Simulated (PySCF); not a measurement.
Vertical excitations of a molecule C₄H₆ClF from TDA-ωB97X/def2-SVPD in PySCF, as energy in eV (oscillator strength): 6.39 (0.001), 7.22 (0.404), 7.57 (0.014), 8.05 (0.000), 8.20 (0.002), 8.39 (0.010), 8.67 (0.010), 8.88 (0.022), 9.16 (0.026), 9.19 (0.037). Lowest triplet (TDA): 4.12 eV. Geometry: r2SCAN-D4/def2-SVP. Other conformers were not sampled.

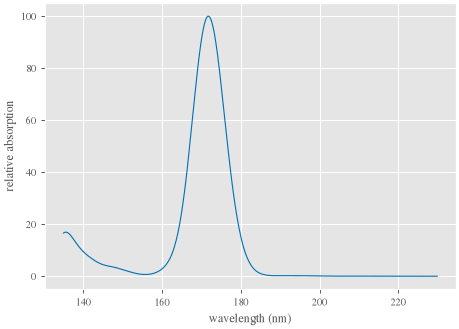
*The lines broadened by 0.4 eV.*

Problem. Identify the compound among the candidates.
A) CC/C(F)=C/Cl
B) CC/C(Cl)=C\F
C) C=C(F)CCCl
D) FC1(CCl)CC1

Solution. B, CC/C(Cl)=C\F
